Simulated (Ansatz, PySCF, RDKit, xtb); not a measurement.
aminoborane (SMILES BN) and aminoborane (SMILES BN) are pulled apart as rigid monomers along the line of their centres of mass, from the B3LYP-D3(BJ)/def2-TZVP minimum. Starting geometry (charge 0, multiplicity 1):
```xyz
12

B     -0.78388     0.35518    -0.29068
N      0.43003    -0.19948     0.07792
H     -1.08857     0.40513    -1.44203
H     -1.50936     0.78107     0.56006
H      0.73146    -0.26955     1.03819
H      1.08552    -0.57989    -0.58495
B      0.23903    -0.70674     3.99657
N     -0.02322     0.45598     3.28289
H     -0.47202    -1.65116     3.84272
H      1.17865    -0.73543     4.73053
H      0.51972     1.29866     3.38317
H     -0.81314     0.56573     2.66528
```

Interaction energies with rigid monomers; basis-set methods are counterpoise corrected unless marked otherwise.

Run with Ansatz (a program for electronic structure); PySCF for the dispersion terms; RDKit for the force fields; xtb for the GFN methods. Values without a source in brackets are computed.

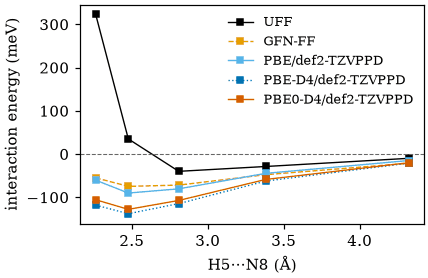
*Interaction energy against separation*

Q: Which level binds most strongly at H5···N8 = 2.48, and by how much?

A: PBE-D4/def2-TZVPPD, -138 meV.
